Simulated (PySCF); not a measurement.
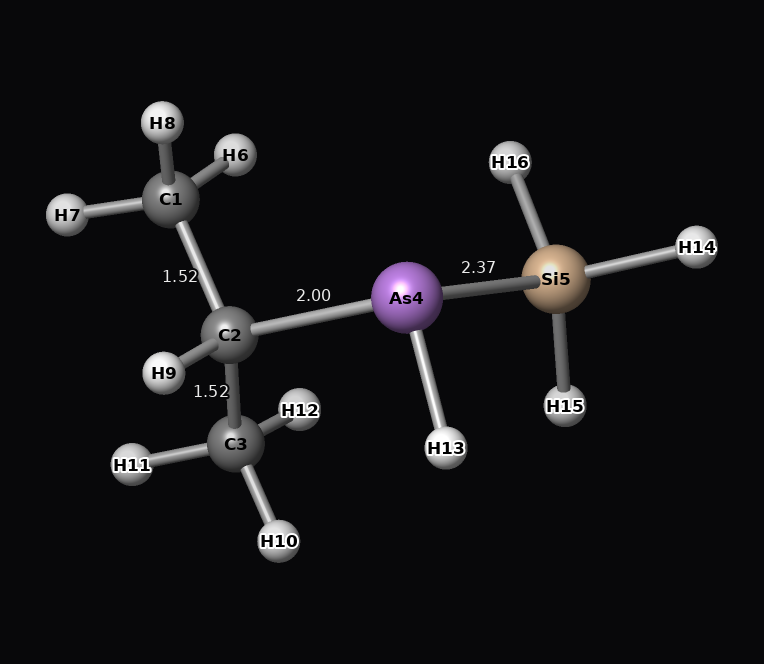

Bond lengths are marked in Å; every bond is drawn as one stick. Computed geometry: PBE0-D3(BJ)/def2-SVP optimisation. No frequency run is at hand to confirm it as a minimum.

**Which of the marked bonds are single, double, triple or aromatic?**

C1–C2 single; C2–C3 single; C2–As4 single; As4–Si5 single.

**Write the SMILES.**

CC(C)[AsH][SiH3]
